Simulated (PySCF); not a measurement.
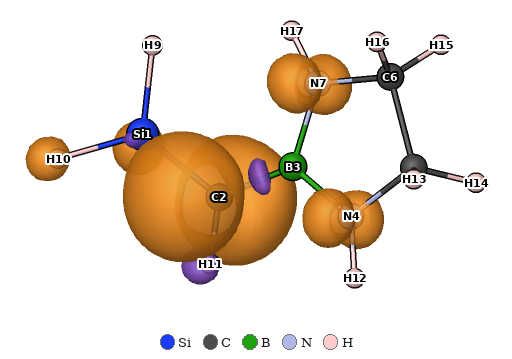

C3H10BN2Si (SMILES [SiH3][CH]B1NCCN1) (doublet). Isosurfaces of the spin density (α minus β) at +0.02 (orange) and −0.02 e/Å³ (purple), seen at an oblique angle.

Geometry: GFN2-xTB.

All numbers below come from UKS B3LYP, pcH-1 on B C H N Si, non-relativistic, mean-field spin-orbit, GIAO (PySCF).

```tsv
atom	x (Å)	y (Å)	z (Å)
Si	3.0631	-0.0710	0.2964
C	1.4523	-0.9685	0.1280
B	0.0462	-0.3937	0.2064
N	-1.1705	-1.1096	0.0800
C	-2.3314	-0.2611	0.2169
C	-1.7487	1.1539	0.4285
N	-0.3185	0.9573	0.4194
H	3.7634	-0.4804	1.5261
H	2.8732	1.3832	0.3414
H	3.9452	-0.3867	-0.8386
H	1.5400	-2.0363	-0.0386
H	-1.3291	-2.0894	-0.0679
H	-2.9623	-0.3027	-0.6815
H	-2.9487	-0.5679	1.0728
H	-2.0848	1.5851	1.3813
H	-2.0619	1.8368	-0.3735
H	0.2657	1.7631	0.5425
```

> Describe the spin distribution.

The unpaired spin (1 electron) lies mostly on C2 (about 0.6), in electrons by Hirshfeld's partition.
